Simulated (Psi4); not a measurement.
# BHLYP/aug-cc-pVDZ run of BH5Se (SMILES [BH3-][SeH2+])

Aim: the energy change on altering one bond length of BH5Se at BHLYP/aug-cc-pVDZ, from 2 runs. 

Program for the calculation: Psi4 1.11.

2 further runs of the same task are left out: 2 set aside as unsound or not needed.

## Step 1: Starting point

BH5Se: 7 atoms, total charge 0, spin state singlet. As SMILES, `[BH3-][SeH2+]`. The coordinates come from a PBE0-D4/def2-TZVP relaxation.

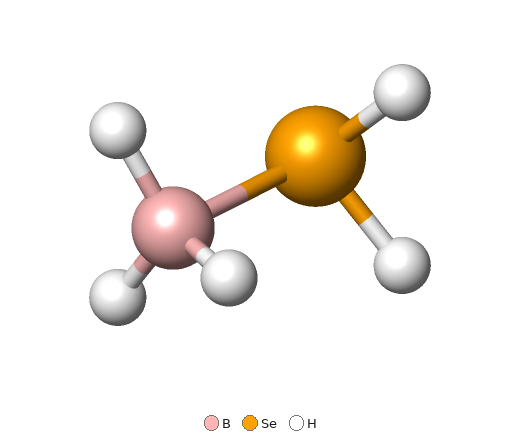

Viewed from a chosen angle; boron pink, selenium orange, hydrogen white.

## Step 2: Energy and forces at BHLYP/aug-cc-pVDZ

File job.json:

```json
{
 "schema_name": "qcschema_input",
 "schema_version": 1,
 "molecule": {
  "schema_name": "qcschema_molecule",
  "schema_version": 2,
  "symbols": ["B", "Se", "H", "H", "H", "H", "H"],
  "geometry": [-1.28482479, -0.80596819, -0.90404498, 1.87479729, 1.46699439, 0.07766774, -1.88821434, -1.87914366, 1.00306663, -0.34317426, -2.08153333, -2.54300445, -2.70079658, 0.81409401, -1.65936851, 1.00779094, 2.67849781, 2.42678629, 3.45007299, -0.32125344, 1.51234782],
  "molecular_charge": 0,
  "molecular_multiplicity": 1,
  "fix_symmetry": "c1",
  "fix_com": true,
  "fix_orientation": true
 },
 "driver": "gradient",
 "model": {
  "method": "bhhlyp",
  "basis": "aug-cc-pVDZ"
 },
 "keywords": {
  "reference": "rks",
  "puream": true,
  "e_convergence": 1e-09,
  "d_convergence": 1e-08,
  "scf_type": "pk",
  "dft_radial_points": 99,
  "dft_spherical_points": 590,
  "scf_properties": ["LOWDIN_CHARGES", "QUADRUPOLE", "WIBERG_LOWDIN_INDICES"]
 }
}
```

Run with:

```bash
$ psi4 --qcschema job.json -n 1 --memory 1600MB
```

stdout:

```text
[...]
  Running in c1 symmetry.
[...]
  Nuclear repulsion =   97.685308496597756
[...]
  Multiplicity = 1
[...]
  Nalpha       = 22
  Nbeta        = 22
[...]
    Number of basis functions: 104
[...]
   @RKS iter   1: -2428.93197583665824   -2.49662e+00   9.33477e-03 DIIS/ADIIS
[...]
   @RKS iter  10: -2429.31163042034996   -2.27374e-11   5.29257e-09 DIIS
[...]
    Orbital Energies [Eh]
    ---------------------
    Doubly Occupied:
       1A   -456.648612     2A    -59.151154     3A    -53.033169
       4A    -53.032496     5A    -53.031051     6A     -8.316748
       7A     -7.040856     8A     -6.181343     9A     -6.178614
      10A     -6.172291    11A     -2.393720    12A     -2.392156
      13A     -2.386250    14A     -2.384082    15A     -2.383007
      16A     -0.866449    17A     -0.581526    18A     -0.521642
      19A     -0.455720    20A     -0.367510    21A     -0.366047
      22A     -0.349273
[...]
  @RKS Final Energy: -2429.31163042034996
   => Energetics <=
    Nuclear Repulsion Energy =             97.6853084965977558
    One-Electron Energy =               -3571.9810073470403040
    Two-Electron Energy =                1092.4673387553582415
    DFT Exchange-Correlation Energy =     -47.4832703252655719
    Empirical Dispersion Energy =           0.0000000000000000
    VV10 Nonlocal Energy =                  0.0000000000000000
    Total Energy =                      -2429.3116304203499567
[...]
 Multipole Moments:
 ------------------------------------------------------------------------------------
     Multipole            Electronic (a.u.)      Nuclear  (a.u.)        Total (a.u.)
 ------------------------------------------------------------------------------------
 L = 1.  Multiply by 2.5417464519 to convert [e a0] to [Debye]
 Dipole X            :        -55.7718298           56.8446627            1.0728328
 Dipole Y            :        -44.4015841           45.0586297            0.6570456
 Dipole Z            :          1.8493055           -1.1396940            0.7096115
 Magnitude           :                                                    1.4443780
 L = 2.  Multiply by 1.3450342976 to convert [e a0^2] to [Debye ang]
 Quadrupole XX       :       -172.4188669          151.6553499          -20.7635169
 Quadrupole XY       :       -103.2073085          102.3432915           -0.8640170
[...]
  -Total Gradient:
     Atom            X                  Y                   Z
    ------   -----------------  -----------------  -----------------
       1        0.005960327272     0.003928187886     0.003008330640
       2       -0.006618761114    -0.003490366827    -0.006260641269
       3       -0.000120800266    -0.000195166694     0.000323567582
       4        0.000442083638     0.000094327690    -0.000499602002
       5        0.000047983619     0.000572692446    -0.000354368465
       6       -0.000258947022     0.000039908869     0.002044488700
       7        0.000548160457    -0.000949581131     0.001738345649
[...]
```

The result, in JSON:

```text
{
 "driver": "gradient",
 "model": {
  "method": "bhhlyp",
  "basis": "aug-cc-pVDZ"
 },
 "success": true,
 "return_result": [0.005960327272291538, 0.003928187886068968, 0.0030083306396100455, -0.006618761114286257, -0.003490366827484527, -0.006260641268636485, -0.00012080026591057558, -0.00019516669364574857, 0.00032356758207162384, 0.00044208363846527654, 9.432769022860166e-05, -0.0004996020023385478, 4.798361929450601e-05, 0.0005726924456865568, -0.000354368465031972, -0.00025894702246057055, 3.990886926294457e-05, 0.0020444887000825446, 0.0005481604567838111, -0.0009495811308299351, 0.0017383456486792098],
 "properties": {
  "calcinfo_nbasis": 104,
  "calcinfo_nmo": 104,
  "calcinfo_nalpha": 22,
  "calcinfo_nbeta": 22,
  "calcinfo_natom": 7,
  "nuclear_repulsion_energy": 97.68530849659776,
  "return_energy": -2429.31163042035,
  "return_gradient": [0.005960327272291538, 0.003928187886068968, 0.0030083306396100455, -0.006618761114286257, -0.003490366827484527, -0.006260641268636485, -0.00012080026591057558, -0.00019516669364574857, 0.00032356758207162384, 0.00044208363846527654, 9.432769022860166e-05, -0.0004996020023385478, 4.798361929450601e-05, 0.0005726924456865568, -0.000354368465031972, -0.00025894702246057055, 3.990886926294457e-05, 0.0020444887000825446, 0.0005481604567838111, -0.0009495811308299351, 0.0017383456486792098],
  "scf_one_electron_energy": -3571.9810073470403,
  "scf_two_electron_energy": 1092.4673387553582,
  "scf_xc_energy": -47.48327032526557,
  "scf_dipole_moment": [1.072832827319452, 0.6570456369688031, 0.7096115467543842],
  "scf_total_energy": -2429.31163042035,
  "scf_total_gradient": [0.005960327272291538, 0.003928187886068968, 0.0030083306396100455, -0.006618761114286257, -0.003490366827484527, -0.006260641268636485, -0.00012080026591057558, -0.00019516669364574857, 0.00032356758207162384, 0.00044208363846527654, 9.432769022860166e-05, -0.0004996020023385478, 4.798361929450601e-05, 0.0005726924456865568, -0.000354368465031972, -0.00025894702246057055, 3.990886926294457e-05, 0.0020444887000825446, 0.0005481604567838111, -0.0009495811308299351, 0.0017383456486792098],
  "scf_iterations": 10
 }
}
```

Wall time 38 s (1 thread of Intel Xeon 6975P-C (Granite Rapids), shared host); peak memory 0.89 GiB.

## Step 3: The distorted shape: the energy at BHLYP/aug-cc-pVDZ

File bh5se.inp:

```
memory 1600 mb

molecule {
  0 1
  B     -1.680231     0.709073    -1.389450
  Se    -0.008231     1.911873    -0.869950
  H     -1.999531     0.141173    -0.380250
  H     -1.181931     0.034073    -2.256750
  H     -2.429531     1.566373    -1.789150
  H     -0.467031     2.552973     0.373150
  H      1.825700    -0.170000     0.800300
  units angstrom
  symmetry c1
  no_reorient
  no_com
}

set {
  basis                aug-cc-pVDZ
  reference            rks
  puream               true
  e_convergence        1e-09
  d_convergence        1e-08
  scf_type             pk
  dft_radial_points    99
  dft_spherical_points 590
}

energy_value, wavefunction = energy('bhhlyp', return_wfn=True)
oeprop(wavefunction, 'MAYER_INDICES', 'LOWDIN_CHARGES', 'QUADRUPOLE')
print_variables()
```

Run with:

```bash
$ psi4 bh5se.inp bh5se.out -n 1
```

bh5se.out:

```text
[...]
  Running in c1 symmetry.
[...]
  Nuclear repulsion =   90.465664484610173
[...]
  Multiplicity = 1
[...]
  Nalpha       = 22
  Nbeta        = 22
[...]
    Number of basis functions: 104
[...]
   @RKS iter   1: -2428.47786035267518   -2.40228e+00   9.90583e-03 DIIS/ADIIS
[...]
   @RKS iter  16: -2429.13128204122404   -3.09228e-11   8.96128e-09 DIIS
[...]
    Orbital Energies [Eh]
    ---------------------
    Doubly Occupied:
       1A   -456.665086     2A    -59.166094     3A    -53.048632
       4A    -53.047456     5A    -53.045710     6A     -8.329048
       7A     -7.053703     8A     -6.193798     9A     -6.190748
      10A     -6.183289    11A     -2.405608    12A     -2.404609
      13A     -2.397936    14A     -2.395209    15A     -2.394032
      16A     -0.838094    17A     -0.585093    18A     -0.480366
      19A     -0.399759    20A     -0.373667    21A     -0.356229
      22A     -0.313986
[...]
  @RKS Final Energy: -2429.13128204122404
   => Energetics <=
    Nuclear Repulsion Energy =             90.4656644846101727
    One-Electron Energy =               -3557.1771403850207207
    Two-Electron Energy =                1084.9687661043737990
    DFT Exchange-Correlation Energy =     -47.3885722451867508
    Empirical Dispersion Energy =           0.0000000000000000
    VV10 Nonlocal Energy =                  0.0000000000000000
    Total Energy =                      -2429.1312820412240399
[...]
 Multipole Moments:
 ------------------------------------------------------------------------------------
     Multipole            Electronic (a.u.)      Nuclear  (a.u.)        Total (a.u.)
 ------------------------------------------------------------------------------------
 L = 1.  Multiply by 2.5417464519 to convert [e a0] to [Debye]
 Dipole X            :         25.1575137          -24.4404573            0.7170564
 Dipole Y            :       -136.7005125          137.3332743            0.6327617
 Dipole Z            :         75.7329371          -75.1699982            0.5629389
 Magnitude           :                                                    1.1097106
 L = 2.  Multiply by 1.3450342976 to convert [e a0^2] to [Debye ang]
 Quadrupole XX       :       -127.7711373          103.4437098          -24.3274276
 Quadrupole XY       :         42.3558509          -43.2915458           -0.9356949
[...]
```

Wall time 29 s (1 thread of Intel Xeon 6975P-C (Granite Rapids), shared host); peak memory 0.88 GiB.

## Step 4: Results

At BHLYP/aug-cc-pVDZ:

```
                                                          quantity           value
                                         first shape: total energy  -2429.31163 Eh
                                        first shape: dipole moment          3.67 D
                                          first shape: HOMO energy        -9.50 eV
                                          first shape: LUMO energy        -0.36 eV
                                        first shape: HOMO–LUMO gap         9.14 eV
                             first shape: largest force on an atom      0.502 eV/Å
                                     distorted shape: total energy  -2429.13128 Eh
                                    distorted shape: dipole moment          2.82 D
                                      distorted shape: HOMO energy        -8.54 eV
                                      distorted shape: LUMO energy        -5.26 eV
                                    distorted shape: HOMO–LUMO gap         3.28 eV
energy change with the Se2–H7 bond stretched from 1.472 to 3.238 Å        4.908 eV
```

What this shows: One bond (distorted shape) is far stretched, which a spin-restricted single reference describes badly; a broken-symmetry solution may lie lower. With the Se2–H7 bond stretched from 1.472 to 3.238 Å the energy rises by 4.91 eV (474 kJ/mol). The first shape isn't relaxed at this level, so the change isn't measured from a minimum. A restricted reference can't describe the breaking bond well at this length. The largest force (first shape) is 0.50 eV/Å: the shape isn't a stationary point for this species at this level.
